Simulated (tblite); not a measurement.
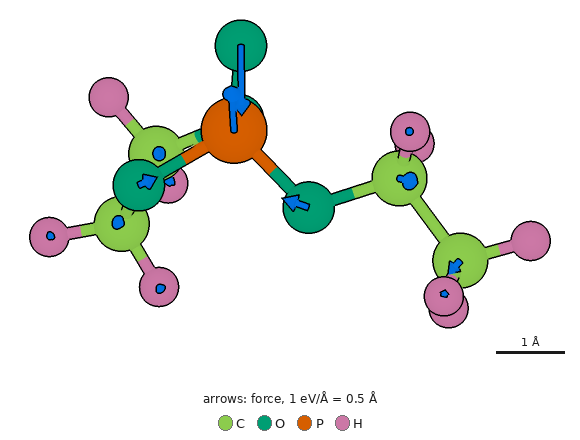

Starting geometry of C4H9O4P with the computed forces as blue arrows. A ball-and-stick model, seen from a free direction.

Computed with GFN2-xTB geometry optimisation, gas phase (tblite 0.8.0). 

> What follows when this structure is relaxed?

It isn't relaxed: the largest force vector, on an O atom, is 2.51 eV/Å. The final displacements have little in common with the starting forces (cosine between the two patterns 0.10). Over 156 geometry steps the energy falls by 0.295 eV. An O atom moves most after the best rigid fit: 1.49 Å. Largest moves by element: O 1.49 Å, H 1.32 Å, C 0.61 Å, P 0.23 Å. Among the contacts that change: O–P 1.496 → 1.450 Å, C–C 1.520 → 1.547 Å, C–O 1.423 → 1.408 Å, C–H 1.078 → 1.093 Å. Among the angles between lasting bonds that change: O–C–H 110.4° → 105.4°, P–O–C 107.1° → 111.7°, O–C–C 104.3° → 107.2°. Groups turn about C–O by about 115°, O–P by about 80°. Cost: 0.88 s on 1 thread of Arm Neoverse V2, with other jobs on the host.
